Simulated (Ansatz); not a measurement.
# FH5N2Si: molecular dynamics

Purpose: to follow the molecule's vibrations and see whether its bonds hold. The start is relaxed first. Runs: 300 steps of 0.5 fs at constant energy, with velocities drawn for 50 K. SMILES of the start: N[SiH](N)F.

All numbers below are computed with Ansatz 0.2.0 (RKS BLYP-D4/6-31G*).

### Step 1. The structure to begin with

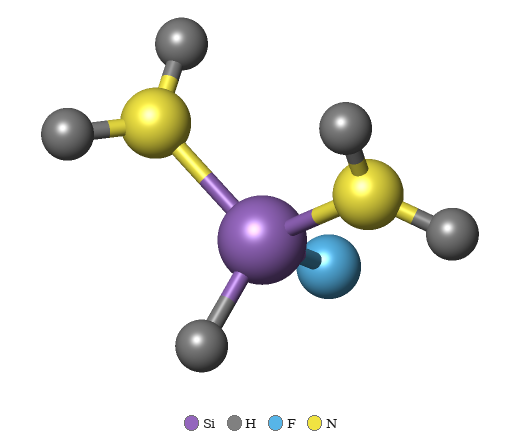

Start, viewed from a chosen angle; silicon purple, hydrogen grey, fluorine blue, nitrogen yellow.

As a file:

```xyz
9

Si    0.0000    0.0000    0.0000
H     0.0000    0.0000    1.4600
F     1.4994    0.0000   -0.5295
N    -0.8572    1.4851   -0.6061
H    -1.8773    1.4300   -0.8888
H    -0.3367    2.4058   -0.6766
N    -0.8572   -1.4851   -0.6061
H    -1.3922   -2.1014    0.0704
H    -0.8219   -1.7344   -1.6357
```

### Step 2. Preparing the start

Contents of input.yaml:

```yaml
crystal:
  periodic: [false, false, false]
  atoms:
    - { symbol: Si, position_ang: [0.0, 0.0, 0.0] }
    - { symbol: H, position_ang: [0.0, 0.0, 1.46] }
    - { symbol: F, position_ang: [1.4994, 0.0, -0.5295] }
    - { symbol: "N", position_ang: [-0.8572, 1.4851, -0.6061] }
    - { symbol: H, position_ang: [-1.8773, 1.43, -0.8888] }
    - { symbol: H, position_ang: [-0.3367, 2.4058, -0.6766] }
    - { symbol: "N", position_ang: [-0.8572, -1.4851, -0.6061] }
    - { symbol: H, position_ang: [-1.3922, -2.1014, 0.0704] }
    - { symbol: H, position_ang: [-0.8219, -1.7344, -1.6357] }
basis:
  gaussian: { orbitals: "6-31G*" }
hamiltonian:
  xc: blyp
  dispersion: d4
relax:
  f_tol: 0.02
  max_steps: 40
```

Launch:

```
$ ansatz run input.yaml --threads 1 --pin off --max-ram 2048MiB --backend cpu --events-out ev --progress --plain --runs-dir out
```

Output, cut to the lines that bear on the results:

```text
Warning: RAYON_NUM_THREADS=1 ignored (pool sized by the plan → 1); use --threads N
[...]
Functional definition: BLYP
[...]
918 factors; their error is unknown
[...]
mean field -13656.27445272 eV, -501.8588295823 hartree, gradient 4.2e-5 eV, S^2 0.000000; 0 other end points of the search recorded, 0 dependent functions left out
[...]
reference -13656.27473865 eV, -501.8588400899 hartree; 21, 21 occupied and 53, 53 virtual orbitals, 918 factors
relax step   1: F+E_penalty+E_count = -13656.60898698 eV  Δ(F+E_penalty+E_count) = +0.000e0 eV  max|allowed force component| = 3.412e0 eV/Å  Δτ_max = 0.0000 Å  (26 SCF iters, accepted)
[...]
relax step   3: F+E_penalty+E_count = -13657.14097523 eV  Δ(F+E_penalty+E_count) = -1.168e-1 eV  max|allowed force component| = 3.301e-1 eV/Å  Δτ_max = 0.0788 Å  (28 SCF iters, accepted)
[...]
relax step   5: F+E_penalty+E_count = -13657.19805869 eV  Δ(F+E_penalty+E_count) = -1.680e-2 eV  max|allowed force component| = 4.929e-1 eV/Å  Δτ_max = 0.0574 Å  (28 SCF iters, accepted)
[...]
relax step   7: F+E_penalty+E_count = -13657.20877101 eV  Δ(F+E_penalty+E_count) = -3.955e-4 eV  max|allowed force component| = 1.566e-1 eV/Å  Δτ_max = 0.1366 Å  (28 SCF iters, accepted)
[...]
relax step   9: F+E_penalty+E_count = -13657.22342159 eV  Δ(F+E_penalty+E_count) = -5.090e-3 eV  max|allowed force component| = 3.486e-2 eV/Å  Δτ_max = 0.0325 Å  (28 SCF iters, accepted)
[...]
relax step  10: F+E_penalty+E_count = -13657.22351414 eV  Δ(F+E_penalty+E_count) = -9.255e-5 eV  max|allowed force component| = 1.458e-2 eV/Å  Δτ_max = 0.0144 Å  (29 SCF iters, accepted)
918 factors; their error is unknown
[...]
mean field -13656.87792689 eV, -501.8810068490 hartree, gradient 1.6e-5 eV, S^2 0.000000; 1 other end points of the search recorded, 0 dependent functions left out
[...]
reference -13656.87821333 eV, -501.8810173754 hartree; 21, 21 occupied and 53, 53 virtual orbitals, 918 factors
Total energy: -13657.22380058 eV, -501.8937174725 hartree
Atom 0 at    -0.101551     0.005915     0.000932 Å, force    -0.003182    -0.009027     0.012167 eV/Å
Atom 1 at    -0.139518    -0.086564     1.494659 Å, force     0.007144     0.013662     0.003866 eV/Å
Atom 2 at     1.484115     0.084253    -0.383982 Å, force    -0.008412    -0.007228     0.000453 eV/Å
Atom 3 at    -0.794550     1.368892    -0.806700 Å, force     0.010141    -0.002612     0.001388 eV/Å
Atom 4 at    -1.800372     1.525883    -0.744346 Å, force    -0.003552     0.001204    -0.000184 eV/Å
Atom 5 at    -0.282570     2.250377    -0.844666 Å, force    -0.005815     0.005795    -0.000798 eV/Å
Atom 6 at    -0.981330    -1.370469    -0.547717 Å, force     0.006430     0.014582    -0.012180 eV/Å
Atom 7 at    -0.924863    -2.248882    -0.031481 Å, force     0.000307    -0.006121    -0.005690 eV/Å
Atom 8 at    -1.102461    -1.529404    -1.549099 Å, force    -0.003060    -0.010254     0.000977 eV/Å
Dipole moment:    -0.345038    -0.013674    -0.044907 e Å
```

It took 14 s on 1 thread of Intel Xeon 6975P-C (Granite Rapids), shared host; peak memory 0.13 GiB.

Relaxation path:

```tsv
step	energy from step 1 (eV)	largest force component (eV/Å)
1	0.0000	3.4123
2	-0.4152	1.9216
3	-0.5320	0.3301
4	-0.5723	0.5480
5	-0.5891	0.4929
6	-0.5994	0.4829
7	-0.5998	0.1566
8	-0.6093	0.2097
9	-0.6144	0.0349
10	-0.6145	0.0146
```

Step 1 is the start.

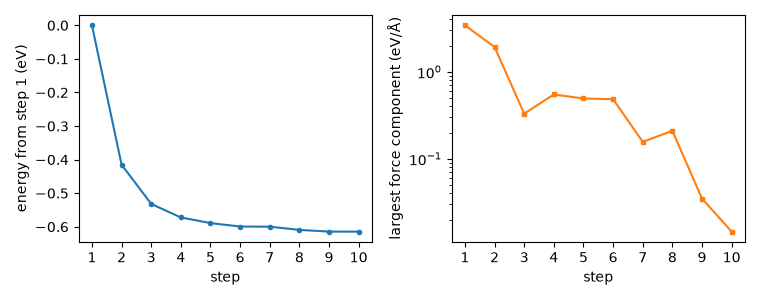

Energy and largest force along the relaxation.

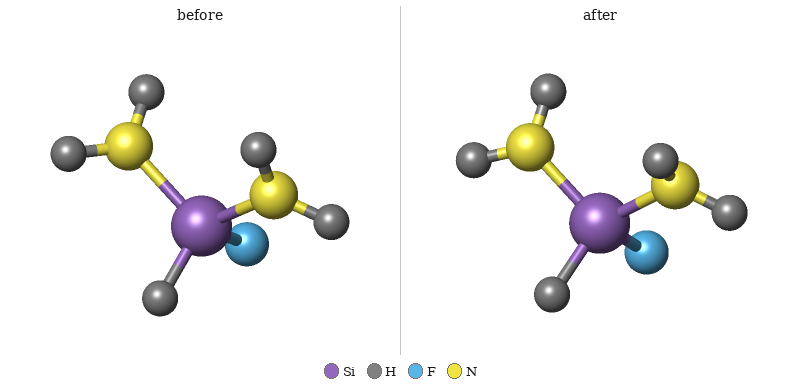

Before and after, at one scale.

After: Bond lengths: Si1–H2 1.497 Å, Si1–F3 1.634 Å, Si1–N4 1.729 Å, N4–H5 1.020 Å, N4–H6 1.020 Å, Si1–N7 1.723 Å, N7–H8 1.020 Å, N7–H9 1.021 Å. Angles: H2–Si1–F3 105.2°, H2–Si1–N4 120.3°, H2–Si1–N7 104.8°, F3–Si1–N4 104.0°, F3–Si1–N7 117.3°, N4–Si1–N7 106.0°, Si1–N4–H5 119.2°, Si1–N4–H6 119.8°, H5–N4–H6 111.4°, Si1–N7–H8 119.9°, Si1–N7–H9 119.8°, H8–N7–H9 111.6°.

### Step 3. Dynamics

300 steps of 0.5 fs at constant energy, with velocities drawn for 50 K, from the relaxed start.

Contents of input.yaml:

```yaml
crystal:
  periodic: [false, false, false]
  atoms:
    - { symbol: Si, position_ang: [-0.101551, 0.005915, 0.000932] }
    - { symbol: H, position_ang: [-0.139518, -0.086564, 1.494659] }
    - { symbol: F, position_ang: [1.484115, 0.084253, -0.383982] }
    - { symbol: "N", position_ang: [-0.79455, 1.368892, -0.8067] }
    - { symbol: H, position_ang: [-1.800372, 1.525883, -0.744346] }
    - { symbol: H, position_ang: [-0.28257, 2.250377, -0.844666] }
    - { symbol: "N", position_ang: [-0.98133, -1.370469, -0.547717] }
    - { symbol: H, position_ang: [-0.924863, -2.248882, -0.031481] }
    - { symbol: H, position_ang: [-1.102461, -1.529404, -1.549099] }
basis:
  gaussian: { orbitals: "6-31G*" }
hamiltonian:
  xc: blyp
  dispersion: d4
md:
  timestep: 0.5
  n_steps: 300
  ensemble: nve
  temperature: 50.0
  initial_velocities: maxwell_boltzmann
  seed: 539568
```

Launch:

```
$ ansatz run input.yaml --threads 1 --pin off --max-ram 2048MiB --backend cpu --events-out ev --progress --plain --runs-dir out
```

Output, cut to the lines that bear on the results:

```text
Warning: RAYON_NUM_THREADS=1 ignored (pool sized by the plan → 1); use --threads N
[...]
[... 1 set-up line as earlier in the session ...]
[...]
918 factors; their error is unknown
[...]
mean field -13656.87791535 eV, -501.8810064246 hartree, gradient 5.5e-5 eV, S^2 0.000000; 0 other end points of the search recorded, 0 dependent functions left out
[...]
reference -13656.87820213 eV, -501.8810169639 hartree; 21, 21 occupied and 53, 53 virtual orbitals, 918 factors
md step     0: t =     0.00 fs  T =    50.0 K  F+E_penalty+E_count = -13657.22350256 eV  E_kin = 0.045241 eV  conserved = -13657.17826156 eV  (26 SCF iters)
[...]
md step    20: t =    10.00 fs  T =    27.9 K  F+E_penalty+E_count = -13657.20345848 eV  E_kin = 0.025284 eV  conserved = -13657.17817404 eV  (30 SCF iters)
[...]
md step    40: t =    20.00 fs  T =    18.0 K  F+E_penalty+E_count = -13657.19434798 eV  E_kin = 0.016320 eV  conserved = -13657.17802764 eV  (30 SCF iters)
[...]
md step    60: t =    30.00 fs  T =    18.6 K  F+E_penalty+E_count = -13657.19477208 eV  E_kin = 0.016867 eV  conserved = -13657.17790482 eV  (30 SCF iters)
[...]
md step    79: t =    39.50 fs  T =    23.5 K  F+E_penalty+E_count = -13657.19918573 eV  E_kin = 0.021290 eV  conserved = -13657.17789617 eV  (30 SCF iters)
md step    80: t =    40.00 fs  T =    22.4 K  F+E_penalty+E_count = -13657.19815537 eV  E_kin = 0.020279 eV  conserved = -13657.17787640 eV  (23 SCF iters)
```

### Step 4. The log goes on: dynamics from the start

The log, continued, cut to the lines that bear on the results:

```text
md step    81: t =    40.50 fs  T =    24.1 K  F+E_penalty+E_count = -13657.19977329 eV  E_kin = 0.021836 eV  conserved = -13657.17793767 eV  (23 SCF iters)
[...]
md step   107: t =    53.50 fs  T =    11.5 K  F+E_penalty+E_count = -13657.18826922 eV  E_kin = 0.010369 eV  conserved = -13657.17790007 eV  (24 SCF iters)
[...]
md step   133: t =    66.50 fs  T =    26.3 K  F+E_penalty+E_count = -13657.20185549 eV  E_kin = 0.023771 eV  conserved = -13657.17808465 eV  (30 SCF iters)
[...]
md step   159: t =    79.50 fs  T =    42.0 K  F+E_penalty+E_count = -13657.21621150 eV  E_kin = 0.037999 eV  conserved = -13657.17821294 eV  (30 SCF iters)
[...]
md step   183: t =    91.50 fs  T =    14.2 K  F+E_penalty+E_count = -13657.19077689 eV  E_kin = 0.012864 eV  conserved = -13657.17791318 eV  (24 SCF iters)
md step   184: t =    92.00 fs  T =    16.7 K  F+E_penalty+E_count = -13657.19306265 eV  E_kin = 0.015075 eV  conserved = -13657.17798765 eV  (23 SCF iters)
```

### Step 5. The log goes on: dynamics from the start

The log, continued, cut to the lines that bear on the results:

```text
md step   185: t =    92.50 fs  T =    20.1 K  F+E_penalty+E_count = -13657.19625714 eV  E_kin = 0.018172 eV  conserved = -13657.17808561 eV  (30 SCF iters)
[...]
md step   206: t =   103.00 fs  T =    25.9 K  F+E_penalty+E_count = -13657.20165717 eV  E_kin = 0.023470 eV  conserved = -13657.17818750 eV  (30 SCF iters)
[...]
md step   227: t =   113.50 fs  T =    27.0 K  F+E_penalty+E_count = -13657.20240126 eV  E_kin = 0.024386 eV  conserved = -13657.17801553 eV  (30 SCF iters)
[...]
md step   248: t =   124.00 fs  T =    22.0 K  F+E_penalty+E_count = -13657.19778953 eV  E_kin = 0.019889 eV  conserved = -13657.17790080 eV  (23 SCF iters)
[...]
md step   299: t =   149.50 fs  T =    30.6 K  F+E_penalty+E_count = -13657.20585258 eV  E_kin = 0.027644 eV  conserved = -13657.17820886 eV  (30 SCF iters)
[...]
Total energy: -13657.20440103 eV, -501.8930045523 hartree
Atom 0 at    -0.104936     0.018060     0.014000 Å, force     0.206156    -0.143375    -0.485460 eV/Å
Atom 1 at    -0.172961    -0.052592     1.494339 Å, force     0.079686    -0.006905     0.231472 eV/Å
Atom 2 at     1.482980     0.060024    -0.389094 Å, force    -0.148130     0.116087     0.159000 eV/Å
Atom 3 at    -0.808804     1.362492    -0.822531 Å, force    -0.433989     0.159085     0.160572 eV/Å
Atom 4 at    -1.814587     1.525712    -0.653327 Å, force     0.413219    -0.046731    -0.120257 eV/Å
Atom 5 at    -0.306740     2.251634    -0.816719 Å, force     0.012834     0.040088    -0.032290 eV/Å
Atom 6 at    -0.950649    -1.361944    -0.557877 Å, force    -0.185430     0.061583    -0.000946 eV/Å
Atom 7 at    -0.910973    -2.243633    -0.054813 Å, force    -0.015701    -0.166517     0.022851 eV/Å
Atom 8 at    -1.157084    -1.480962    -1.551011 Å, force     0.071355    -0.013315     0.065058 eV/Å
Dipole moment:    -0.372245     0.002998     0.025596 e Å
```

Run time: 6 min. Hardware: 1 thread of Intel Xeon 6975P-C (Granite Rapids), shared host; peak memory 0.12 GiB.

### Step 6. What the atoms did

One step in 16; energies are changes from step 0:

```tsv
time (fs)	T (K)	potential energy change (meV/atom)	total energy change (meV/atom)
0.0	50	0.0	0.00
8.0	26	2.4	0.03
16.0	12	3.8	0.04
24.0	28	2.3	0.01
32.0	28	2.2	0.01
40.0	22	2.8	0.04
48.0	20	3.1	0.02
56.0	25	2.5	0.01
64.0	21	2.9	0.03
72.0	24	2.6	0.04
80.0	40	1.0	0.01
88.0	27	2.3	0.02
96.0	9	4.1	0.04
104.0	21	3.0	0.02
112.0	32	1.8	0.01
120.0	27	2.4	0.03
128.0	17	3.4	0.04
136.0	26	2.4	0.01
144.0	26	2.4	0.01
150.0	29	2.2	0.01
```

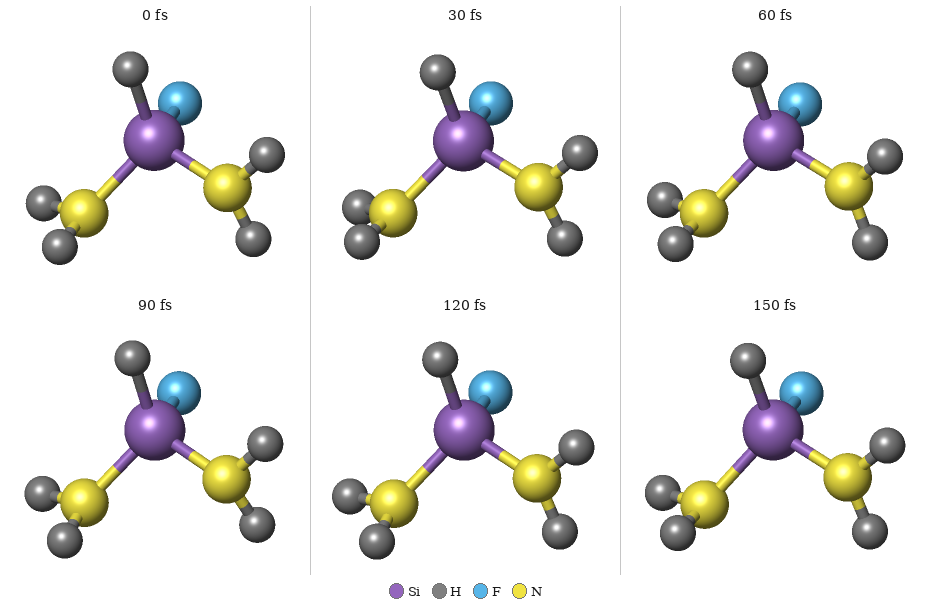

The system at six times, viewed from a chosen angle. Sticks join atoms within a bonding distance in each frame.

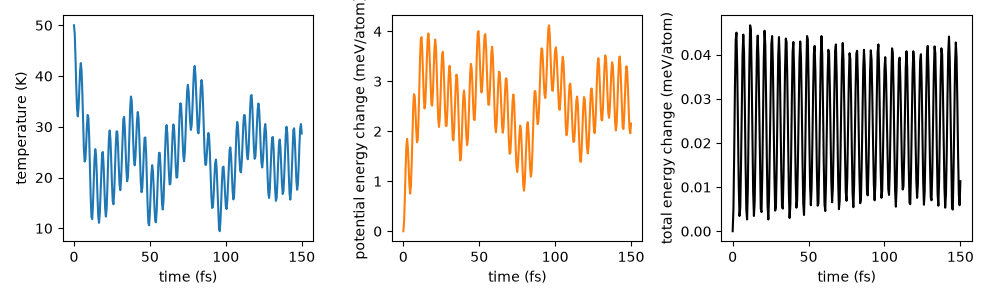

Time series of the run, each on its own scale.

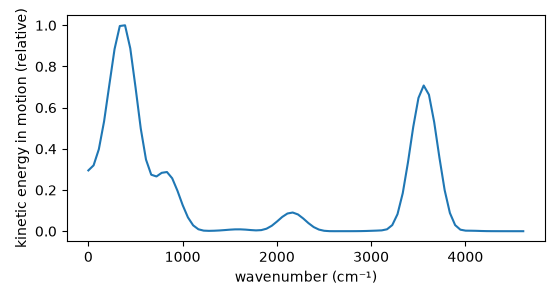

Power spectrum of the mass-weighted velocities; a run of 150 fs resolves no finer than about 440 cm⁻¹.

Maxima of the velocity power spectrum (cm⁻¹, relative height; resolution about 440 cm⁻¹): 390 (100), 830 (29), 2170 (9), 3560 (71).

### Step 7. Frames from the trajectory

Positions (Å) and forces (eV/Å):

```xyz
9
time_fs=19.0 T=25 dE=0.0226
Si   -0.106    0.011   -0.005   -0.081   -0.031    0.373
H    -0.150   -0.065    1.504   -0.009    0.009   -0.233
F     1.483    0.074   -0.380   -0.022    0.024   -0.081
N    -0.802    1.378   -0.796   -0.135   -0.049   -0.051
H    -1.786    1.615   -0.653    0.129   -0.059   -0.040
H    -0.239    2.205   -0.982    0.057    0.119    0.036
N    -0.986   -1.380   -0.546    0.243    0.091   -0.050
H    -0.786   -2.253   -0.054   -0.081   -0.097    0.033
H    -0.994   -1.544   -1.557   -0.102   -0.007    0.012
9
time_fs=37.5 T=36 dE=0.0127
Si   -0.114    0.014    0.002    0.143   -0.086    0.041
H    -0.185   -0.048    1.504    0.065   -0.016   -0.123
F     1.477    0.069   -0.387   -0.154    0.078    0.074
N    -0.797    1.387   -0.803   -0.135   -0.023   -0.008
H    -1.776    1.639   -0.638    0.169   -0.057   -0.044
H    -0.222    2.217   -0.949   -0.013   -0.015    0.035
N    -0.947   -1.389   -0.549   -0.096    0.095    0.141
H    -0.881   -2.277   -0.051    0.012    0.025    0.030
H    -1.135   -1.524   -1.540    0.008   -0.002   -0.145
9
time_fs=56.0 T=25 dE=0.0228
Si   -0.112    0.009    0.006   -0.028    0.004   -0.107
H    -0.122   -0.075    1.492   -0.078    0.006    0.162
F     1.460    0.077   -0.389    0.379    0.080   -0.074
N    -0.785    1.380   -0.815   -0.095    0.181    0.109
H    -1.776    1.607   -0.679    0.175   -0.058   -0.033
H    -0.222    2.238   -0.831   -0.128   -0.143   -0.032
N    -0.932   -1.385   -0.552   -0.260   -0.060    0.172
H    -0.987   -2.250   -0.018    0.037    0.008    0.020
H    -1.212   -1.501   -1.519   -0.002   -0.018   -0.216
9
time_fs=75.0 T=38 dE=0.0107
Si   -0.106    0.001    0.008    0.194    0.040   -0.414
H    -0.173   -0.082    1.489    0.075   -0.029    0.198
F     1.484    0.096   -0.393   -0.237   -0.094    0.179
N    -0.780    1.370   -0.809   -0.323    0.123    0.031
H    -1.796    1.519   -0.760    0.291   -0.020   -0.017
H    -0.278    2.262   -0.806   -0.054   -0.118   -0.012
N    -0.977   -1.378   -0.550   -0.022    0.168   -0.038
H    -1.008   -2.239   -0.011    0.044   -0.112    0.117
H    -1.125   -1.551   -1.544    0.030    0.042   -0.045
9
time_fs=94.0 T=22 dE=0.0257
Si   -0.090   -0.002   -0.007   -0.274    0.097    0.344
H    -0.088   -0.114    1.493   -0.091    0.031   -0.104
F     1.491    0.101   -0.378    0.201   -0.107   -0.159
N    -0.793    1.358   -0.795   -0.393    0.116   -0.088
H    -1.816    1.458   -0.849    0.423   -0.044    0.053
H    -0.314    2.257   -0.840   -0.023    0.007    0.010
N    -1.024   -1.359   -0.546    0.303    0.045   -0.196
H    -0.924   -2.216   -0.006   -0.026   -0.193    0.142
H    -0.991   -1.582   -1.545   -0.120    0.048   -0.002
9
time_fs=112.5 T=32 dE=0.0161
Si   -0.092    0.005   -0.005    0.114   -0.031    0.202
H    -0.152   -0.095    1.501    0.100    0.016   -0.231
F     1.508    0.087   -0.378   -0.386   -0.057    0.079
N    -0.806    1.359   -0.794   -0.403    0.091   -0.141
H    -1.832    1.415   -0.862    0.431    0.017    0.058
H    -0.363    2.275   -0.847   -0.003   -0.041    0.022
N    -1.006   -1.357   -0.549    0.125    0.028    0.043
H    -0.953   -2.228   -0.021   -0.006   -0.052    0.038
H    -1.133   -1.540   -1.544    0.028    0.029   -0.069
9
time_fs=131.0 T=28 dE=0.0200
Si   -0.092    0.013    0.001   -0.230   -0.024    0.178
H    -0.083   -0.056    1.499   -0.100   -0.012   -0.043
F     1.485    0.066   -0.376    0.270    0.100   -0.168
N    -0.816    1.364   -0.812   -0.256    0.021    0.039
H    -1.840    1.463   -0.787    0.391   -0.037    0.022
H    -0.359    2.278   -0.807   -0.017   -0.058   -0.012
N    -0.960   -1.361   -0.553   -0.125    0.092    0.083
H    -1.011   -2.244   -0.049    0.054    0.006   -0.005
H    -1.227   -1.442   -1.532    0.012   -0.088   -0.095
9
time_fs=150.0 T=29 dE=0.0194
Si   -0.105    0.018    0.014    0.206   -0.143   -0.485
H    -0.173   -0.053    1.494    0.080   -0.007    0.232
F     1.483    0.060   -0.389   -0.148    0.116    0.159
N    -0.809    1.363   -0.823   -0.434    0.159    0.161
H    -1.815    1.526   -0.653    0.413   -0.047   -0.120
H    -0.307    2.252   -0.817    0.013    0.040   -0.032
N    -0.951   -1.362   -0.558   -0.185    0.062   -0.001
H    -0.911   -2.244   -0.055   -0.016   -0.167    0.023
H    -1.157   -1.481   -1.551    0.071   -0.013    0.065
```

### Step 8. Summary of results

```
                          quantity                       value
           relaxation of the start     9 moves, 0.615 eV lower
                            length         300 steps of 0.5 fs
  temperature, first and last step                 50 and 29 K
          temperature, second half   mean 25 K, from 9 to 42 K
     potential energy, second half  +3 meV/atom from the start
largest change of the total energy               0.05 meV/atom
            bonds formed or broken                           0
```

In words: The temperature starts at 50 K and averages 25 K in the second half, where it ranges from 9 to 42 K. About half is expected from a start at a minimum: kinetic energy passes into potential energy until both shares match. The total energy strays from its start by at most 0.05 meV/atom, 1.9 % of the mean kinetic energy, so a step of 0.5 fs is short enough over this time. No bond forms or breaks. 150 fs on 9 atoms is far too short and small for converged averages. The nuclei move classically, without zero-point motion, which matters most for hydrogen.
